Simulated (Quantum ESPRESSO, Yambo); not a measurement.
# A GW chain in Yambo: MoS2 (P6_3/mmc), part 3 of 3

How does a plane-wave GW calculation on MoS2 (P6_3/mmc) run from the first input to the gap?

Quantum ESPRESSO 7.5 and Yambo 5.3.0; PBE and many-body steps on it, plane waves. Known limits of the many-body steps: not at the basis limit; no spin-orbit coupling; coarse k mesh.

So far. Step 3 (Bands along the symmetry lines): The gap is 0.889 eV, as in the run before at this level. Step 4 (Empty states on the mesh, 3×3×1 mesh, 112 bands): On this mesh the gap is 1.052 eV. The earlier step found 0.889 eV, so this mesh misses an edge.

The database entry behind the starting cell differs from later determinations by our own check (about 0.3 % long), so it need not match the best structure at ambient conditions.

### 6. Screening and self-energy, 3×3×1 mesh, 112 bands, screening to 95.2 eV

G0W0 replaces the xc potential by the self-energy, built once from these orbitals. Only a window of levels is corrected, while the sums run over the empty bands that the input names.

This step: G0W0 on PBE, plane waves, norm-conserving pseudopotentials.

Input file gw1.in:

```
HF_and_locXC
gw0
dyson
ppa
em1d
rim_cut
RandQpts= 1000000
RandGvec= 1 RL
EXXRLvcs= 72 Ry
VXCRLvcs= 288 Ry
Chimod= "HARTREE"
% BndsRnXp
 1 | 112 |
%
NGsBlkXp= 7 Ry
% LongDrXp
 1 | 1 | 1 |
%
% GbndRnge
 1 | 112 |
%
DysSolver= "n"
ExtendOut
PPAPntXp= 27.21138 eV
% QPkrange
 1 | 1 | 25 | 28 |
 3 | 3 | 25 | 28 |
%
```

The run is started by

```bash
$ OMP_NUM_THREADS=2 mpirun -n 4 yambo -F gw1.in -J gw1 -C gw1 > gw1.log
```

What it wrote:

```text
 Yambo, version 5.3.0

 [02] CORE Variables Setup
 =========================

  [... cell, symmetries and grids as in the set-up ...]

  [02.05] Energies & Occupations
  ==============================

  [X] === General ===
  [X] Electronic Temperature                        :  0.000000  0.000000 [eV K]
  [X] Bosonic    Temperature                        :  0.000000  0.000000 [eV K]
  [X] Finite Temperature mode                       : no
  [X] El. density                                   :  0.48515E+24 [cm-3]
  [X] Fermi Level                                   :  10.99216 [eV]

  [X] === Gaps and Widths ===
  [X] Conduction Band Min                           :  1.051771 [eV]
  [X] Valence Band Max                              :  0.000000 [eV]
  [X] Filled Bands                                  :  26
  [X] Empty Bands                                   :   27  112
  [X] Direct Gap                                    :  1.653898 [eV]
  [X] Direct Gap localized at k                     :  3
  [X] Indirect Gap                                  :  1.051771 [eV]
  [X] Indirect Gap between kpts                     :  1  3
  [X] Last valence band width                       :  1.539690 [eV]
  [X] 1st conduction band width                     :  1.047879 [eV]

 [03] Transferred momenta grid and indexing
 ==========================================

 IBZ Q-points                                      :  3
 BZ  Q-points                                      :   9

 K/Q-points units:
 rlu = crystal or reduced units; cc = cartesian coordinates; iku = interal k-units

 Q [1]          [rlu]:  0.000000  0.000000  0.000000
 Q [2]          [rlu]: -0.79644E-17  0.33333       0.0000
 Q [3]          [rlu]:  0.333333  0.333333  0.000000

 [04] Coloumb potential Random Integration (RIM)
 ===============================================

  [04.01] RIM initialization
  ==========================

  * Diagonal components only detected *

  8 x (sBL volume)        :  0.304834 [a.u.]
  sBZ random points       :  1000000
  Points outside the sBZ  :   7993074
  RL volume               :  0.342938 [a.u.]
  Integrated volume       :  0.343236 [a.u.]

  [04.02] RIM integrals
  =====================

  Gamma point sphere radius             :  0.122078 [a.u.]
  Points outside the sphere             :   799724
  [Int_sBZ(q=0) 1/q^2]*(Vol_sBZ)^(-1/3) =:  7.615907
                                 should be <:  7.795600

  Summary of Coulomb integrals for non-metallic bands |Q|[au] RIM/Bare

  Q [1] 0.100000E-4 0.976949 * Q [2] 0.403838 1.108297
  Q [3] 0.699467 1.036392

 [05] Dipoles
 ============

  [05.01] Setup: observables and procedures
  =========================================

  [WARNING] [x,Vnl] slows the Dipoles computation. To neglect it rename the ns.kb_pp file

 [06] Dynamic Dielectric Matrix (PPA)
 ====================================

 [WR./gw1//ndb.pp]---------------------------------------------------------------
  Brillouin Zone Q/K grids (IBZ/BZ)                :   3   9   3   9
  RL vectors                                       :   9169 [WF]
  Coulomb cutoff potential                         : none
  Electronic Temperature                           :  0.000000 [K]
  Bosonic    Temperature                           :  0.000000 [K]
  PPA    diel. fun.  energies                      : Perdew, Burke & Ernzerhof(X)+Perdew, Burke & Ernzerhof(C)
  wavefunctions                                    : Perdew, Burke & Ernzerhof(X)+Perdew, Burke & Ernzerhof(C)
  Global Gauge                                     : length
  X matrix size                                    :  241
  X band range                                     :    1  112
  X e/h energy range                               : -1.000000 -1.000000 [eV]
  X Time ordering                                  : R
  X Hxc Kernel                                     : HARTREE
  X Drude frequency                                :  0.000000  0.000000
  X poles                                          :  100.0000 [o/o]
  RL vectors in the sum                            :   9169
  [r,Vnl] included                                 : yes
  Field direction                                  :  0.577350E-5  0.577350E-5  0.577350E-5
  BZ energy Double Grid                            : no
  BZ energy DbGd points                            : 0
  BZ Q point size factor                           : -1.000000
  X Optical Averaged directions                    : none

 [07] Local Exchange-Correlation + Non-Local Fock
 ================================================

 [VXC] Plane waves :   59645
 [EXS] Plane waves :   7461

 QP @ state[ 1 ] K range:  1  1
 QP @ state[ 1 ] b range:  25  28
 QP @ state[ 2 ] K range:  3  3
 QP @ state[ 2 ] b range:  25  28

 [xc] Functional : Perdew, Burke & Ernzerhof(X)+Perdew, Burke & Ernzerhof(C)
 [xc] LIBXC used to calculate xc functional
  PP Number of Atomic Species                      :  2
  NLCC RL compoments                               :   59645
  PP Number of Atomic Species                      :  2
  NLCC RL compoments                               :   59645

 [xc] E_xc :  -24.91411 [Ha]
      E_xc :  -49.82821 [Ry]

  Local XC kind (lXC) : Perdew, Burke & Ernzerhof(X)+Perdew, Burke & Ernzerhof(C)
  Non-Local XC kind (nlXC) : Hartree-Fock

  Corrections @ K [1] :  [eV]
 <25|nlXC|25> = -16.36919  0.30240E-16 <25|lXC|25> = -15.39539  0.000000
 <26|nlXC|26> = -17.00072  0.17511E-16 <26|lXC|26> = -16.36978  0.000000
 <27|nlXC|27> = -11.02189 -0.72801E-17 <27|lXC|27> = -15.68272  0.37763E-15
 <28|nlXC|28> = -11.02398  0.48098E-17 <28|lXC|28> = -15.68272  0.94408E-16

  Corrections @ K [3] :  [eV]
 <25|nlXC|25> = -17.08562  0.71913E-18 <25|lXC|25> = -16.19647 -0.11801E-16
 <26|nlXC|26> = -17.38939  0.10767E-16 <26|lXC|26> = -16.54889  0.47204E-16
 <27|nlXC|27> = -12.79907  0.29609E-18 <27|lXC|27> = -17.60131 -0.18882E-15
 <28|nlXC|28> = -12.79910 -0.26779E-17 <28|lXC|28> = -17.60130  0.94408E-16

  [07.01] Hartree-Fock occupations report
  =======================================

  [Hartree-Fock] === General ===
  [Hartree-Fock] Electronic Temperature             :  0.000000  0.000000 [eV K]
  [Hartree-Fock] Bosonic    Temperature             :  0.000000  0.000000 [eV K]
  [Hartree-Fock] Finite Temperature mode            : no
  [Hartree-Fock] El. density                        :  0.48515E+24 [cm-3]
  [Hartree-Fock] Fermi Level                        :  10.99216 [eV]

  [Hartree-Fock] === Gaps and Widths ===
  [Hartree-Fock] Conduction Band Min                :  1.393449 [eV]
  [Hartree-Fock] Valence Band Max                   : -0.630940 [eV]
  [Hartree-Fock] Filled Bands                       :  26
  [Hartree-Fock] Empty Bands                        :   27  112
  [Hartree-Fock] Direct Gap                         :  2.933139 [eV]
  [Hartree-Fock] Direct Gap localized at k          :  2
  [Hartree-Fock] Indirect Gap                       :  2.024388 [eV]
  [Hartree-Fock] Indirect Gap between kpts          :  1  2
  [Hartree-Fock] Last valence band width            :  0.908750 [eV]
  [Hartree-Fock] 1st conduction band width          :  5.367032 [eV]

 [08] Dyson equation: Newton solver
 ==================================

  [08.01] G0W0 (W PPA)
  ====================

  [  GW  ] Bands range     :    1  112
  [GW/PPA] G damping       :  0.100000 [eV]

  QP @ state[ 1 ] K range:  1  1
  QP @ state[ 1 ] b range:  25  28
  QP @ state[ 2 ] K range:  3  3
  QP @ state[ 2 ] b range:  25  28

   Sc/G bands                                       :    1  112
   Sc/G damping                                     :  0.100000 ev
   Sc bands terminator                              : no
   Sx RL components                                 :   7461

   QP @ state[ 1 ] K range                          :  1  1
   QP @ state[ 1 ] b range                          :  25  28
   QP @ state[ 2 ] K range                          :  3  3
   QP @ state[ 2 ] b range                          :  25  28
   GF energies kind                                 : Perdew, Burke & Ernzerhof(X)+Perdew, Burke & Ernzerhof(C)
   GF WF`s kind                                     : Perdew, Burke & Ernzerhof(X)+Perdew, Burke & Ernzerhof(C)
   Xs energies kind                                 : Perdew, Burke & Ernzerhof(X)+Perdew, Burke & Ernzerhof(C)
   Xs WF`s kind                                     : Perdew, Burke & Ernzerhof(X)+Perdew, Burke & Ernzerhof(C)

 [11] Game Over & Game summary
```

Elapsed: 13 s, on 4 MPI ranks of Arm Neoverse V2, shared host; peak memory 1.8 GiB; 71 s of CPU time.

Numbers from this step:

| Property | Result |
| --- | --- |
| G0W0 gap on the points computed | 1.740 eV |
| starting gap on the mesh | 1.052 eV |
| k of the valence top | 0, 0, 0 |
| k of the conduction bottom | 0.3333, 0.3333, 0 |
| least direct G0W0 gap on the computed points | 2.303 eV |
| Z at the valence top | 0.7822 |
| Z at the conduction bottom | 0.7806 |

The gap on the mesh goes from 1.05 eV to 1.74 eV, a correction of +0.69 eV. The start differs from the 0.89 eV found before because the two sample other k points.

Limits: finite bands, cutoff and mesh; no spin-orbit coupling; coarse k mesh. v1 is the top filled band, c1 the lowest empty one. The levels before and after the correction (eV, zero at the valence-band top of each column):

```csv
,conduction bottom,valence top
Kohn-Sham,1.05,0.00
G0W0,1.74,0.00
```

```csv
,level,energy (eV)
Kohn-Sham,Γ v2,-1.144
Kohn-Sham,Γ v1,0.000
Kohn-Sham,Γ c1,2.100
Kohn-Sham,Γ c2,2.100
Kohn-Sham,(0.333 0.333 0) v2,-0.764
Kohn-Sham,(0.333 0.333 0) v1,-0.602
Kohn-Sham,(0.333 0.333 0) c1-c2,1.052
G0W0,Γ v2,-1.249
G0W0,Γ v1,0.000
G0W0,Γ c1,2.600
G0W0,Γ c2,2.595
G0W0,(0.333 0.333 0) v2,-0.763
G0W0,(0.333 0.333 0) v1,-0.564
G0W0,(0.333 0.333 0) c1-c2,1.740
```

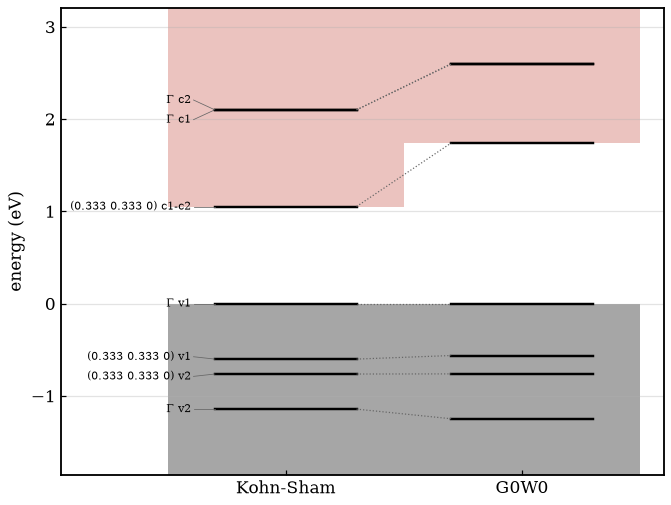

Levels before and after the correction. Shaded: valence and conduction bands.

### 7. Where the time went

Times are wall times on the hardware named with each run, good to a factor of about two.

```csv
step,time,share,memory (GiB)
ground state,15 s,26 %,0.81
bands along the symmetry lines,21 s,37 %,0.71
empty states on the mesh,6.9 s,12 %,0.62
conversion and set-up,2 s,3 %,0.24
screening and self-energy,13 s,22 %,1.8
```

### 8. Results

```json
{"PBE gap": "0.89 eV, indirect", "G0W0 gap on the mesh": "1.74 eV", "G0W0 gap over the zone (rigid shift)": "1.58 eV", "GW settings": "3×3×1 mesh, 112 bands, screening to 95.2 eV, Godby-Needs plasmon pole", "known limits": "not at the basis limit; no spin-orbit coupling; coarse k mesh"}
```

**Reading.** G0W0 moves the gap on the mesh from 1.05 eV to 1.74 eV (+0.69 eV), with Z of 0.78 and 0.78 at the edges. The mesh misses the band edges by 0.16 eV in all; a rigid shift gives 1.58 eV for the zone. Only 2 of the mesh's irreducible points were corrected, so a valley elsewhere could overtake. Bands and cutoff are finite, so the gap is not at the basis limit. The miss can reach some tenths of an eV and take either sign; the mesh is an error of its own. In the G0W0 run levels were corrected at 2 k points alone, so a gap called «on the mesh» is the least over those, and an edge elsewhere would be missed. A denser mesh or path gives a starting gap of 0.89 eV: the GW mesh misses a band edge, so its gaps are not the fundamental one. The 3×3×1 mesh is coarse for this cell, which bears on the long-range parts of exchange and screening. The many-body steps are scalar-relativistic: spin-orbit coupling is not in them.

[Paths, hosts, dates, memory and timing lines, banners, echoed tables and standing remarks are left out of the program output.]

[Logs are printed without paths, hosts, clocks, repeated set-up lines and the standing remarks that a program may print on its own settings, such as how far it seeks lower states.]

[Runs of the session that timed out or met a known fault of the program may be left out.]

[Hosts, paths, dates, database ids (printed as entryN), source tags and the programs' standing remarks are cut or masked in the printed files.]
